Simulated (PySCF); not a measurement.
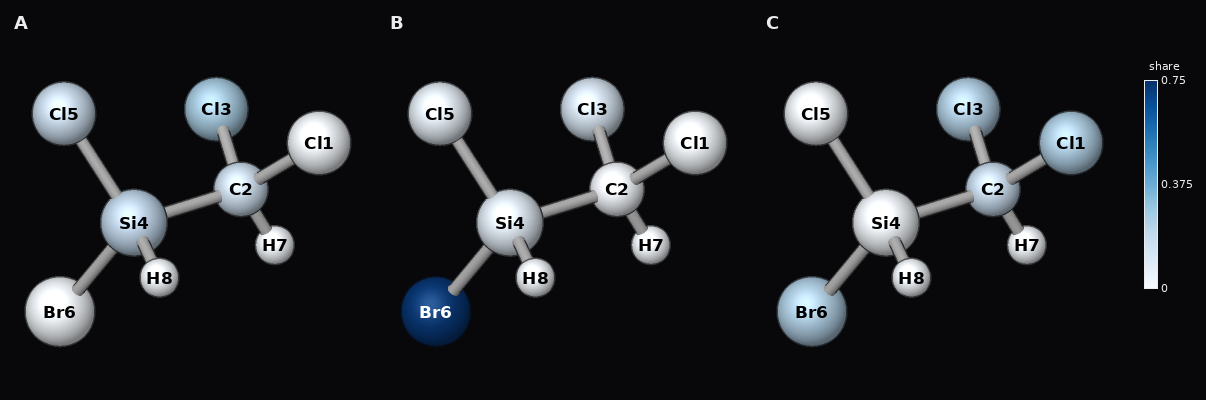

Each panel colours the atoms by their Löwdin share in one orbital (up to four of the largest shares; other atoms are shown as zero). Computed geometry: GFN2-xTB optimisation. No frequency run is at hand to confirm it as a minimum. Level of theory: CAM-B3LYP/def2-SVPD (PySCF 2.14.0).

**The panels show the HOMO−1, HOMO, LUMO, in some order. Which is which?**

A: LUMO, 0.24 eV; Cl3 0.25, Si4 0.19, Cl5 0.15, C2 0.14
B: HOMO−1, −10.32 eV; Br6 0.73, Cl3 0.11, Si4 0.06, Cl5 0.05
C: HOMO, −9.87 eV; Cl1 0.23, Br6 0.23, Cl3 0.23, C2 0.16

The geometry is semi-empirical. Around Br, Si such bond lengths and angles can be off by a tenth of an ångström or more and by several degrees, and values that hang on the shape move with them.
